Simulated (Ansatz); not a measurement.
Consider Si₃Ru.

```cif
data_structure
_symmetry_space_group_name_H-M 'P 1'
_symmetry_Int_Tables_number 1
_cell_length_a 4.7583
_cell_length_b 4.7583
_cell_length_c 4.8965
_cell_angle_alpha 90.000
_cell_angle_beta 90.000
_cell_angle_gamma 90.000
_cell_volume 110.86
loop_
_atom_site_label
_atom_site_type_symbol
_atom_site_fract_x
_atom_site_fract_y
_atom_site_fract_z
_atom_site_occupancy
Si1 Si 0.00000 0.50000 0.25000 1
Si2 Si 0.50000 0.00000 0.75000 1
Si3 Si 0.50000 0.00000 0.25000 1
Si4 Si 0.00000 0.50000 0.75000 1
Si5 Si 0.00000 0.00000 0.50000 1
Si6 Si 0.50000 0.50000 0.00000 1
Ru1 Ru 0.00000 0.00000 0.00000 1
Ru2 Ru 0.50000 0.50000 0.50000 1
```

Space group I4/mmm; a structure generated by program, which may or may not match a known phase; computed without spin polarisation.

Theory: Ansatz, DFT PBE, scalar-relativistic, plane waves, PAW.

> What can the converged valence pseudo-density and electron localisation function tell about the bonding?

Si–Si (2.45 Å): ρ at the midpoint is about 0.41 e/Å³; the ELF peaks at about 0.70 between the atoms.
Si–Ru (2.45 Å): ρ is about 0.51 e/Å³ halfway; the ELF peaks at about 0.75 in the valence shell of Si, 0.8 Å from its nucleus, and is about 0.40 at the midpoint.
Si–Ru (2.68 Å): the density is about 0.36 e/Å³ at the midpoint; the ELF peaks at about 0.75 in the valence shell of Si, 0.9 Å from its nucleus, and is about 0.40 at the midpoint.

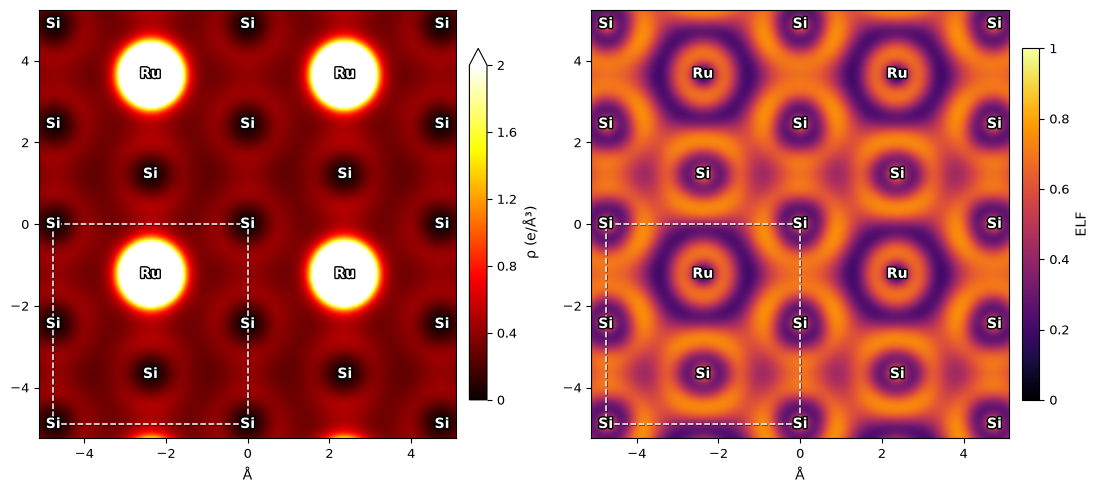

Computed valence pseudo-density and electron localisation function on the (100) plane of the conventional cell, in this order. 
